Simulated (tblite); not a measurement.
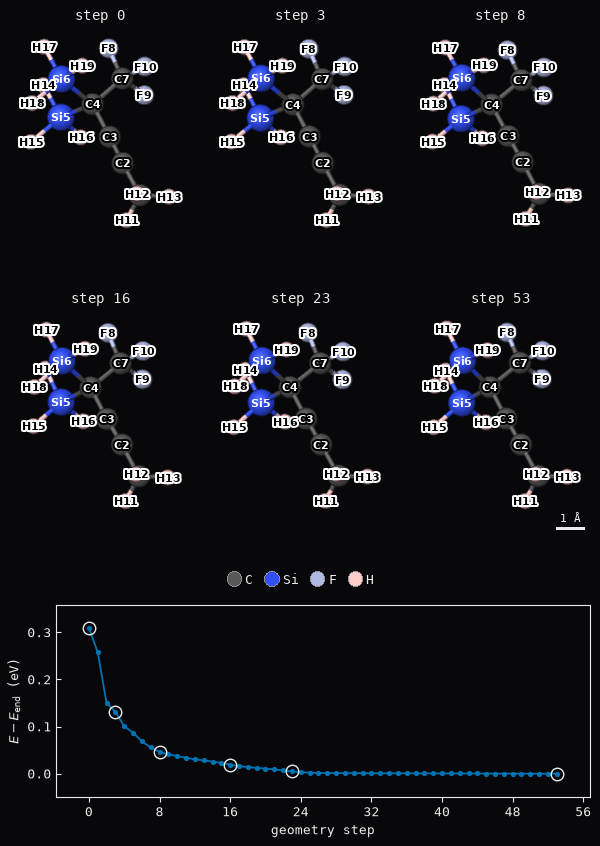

Frames of a relaxation of C$_{5}$H$_{9}$F$_{3}$Si$_{2}$, marked on the history of the run. The picture is a ball-and-stick view, seen from a free direction.

All numbers below come from GFN2-xTB geometry optimisation, gas phase (tblite). 

Question: What happens along the run?

Answer: After 53 geometry steps the energy has fallen by 0.309 eV. The largest moves after the best rigid fit, 0.21 Å, are those of H atoms. By element the largest moves are H 0.21 Å, Si 0.16 Å, C 0.13 Å, F 0.09 Å. Some distances before and after: Si–Si 2.933 → 3.235 Å, C–C 1.495 → 1.446 Å, C–Si 1.875 → 1.923 Å, H–Si 1.498 → 1.461 Å. Bond angles that change, for instance: Si–C–Si 102.6° → 114.6°, C–Si–H 111.4° → 105.5°, H–Si–H 107.4° → 111.7°. From step 0 to 3: a Si atom moves most (0.05 Å), energy −0.178 eV. From step 3 to 8: an H atom moves most (0.08 Å), energy −0.085 eV. From step 8 to 16: H atoms move most (0.07 Å), energy −0.027 eV. From step 16 to 23: H atoms move most (0.08 Å), energy −0.014 eV. From step 23 to 53: an H atom moves most (0.05 Å), energy −0.005 eV.
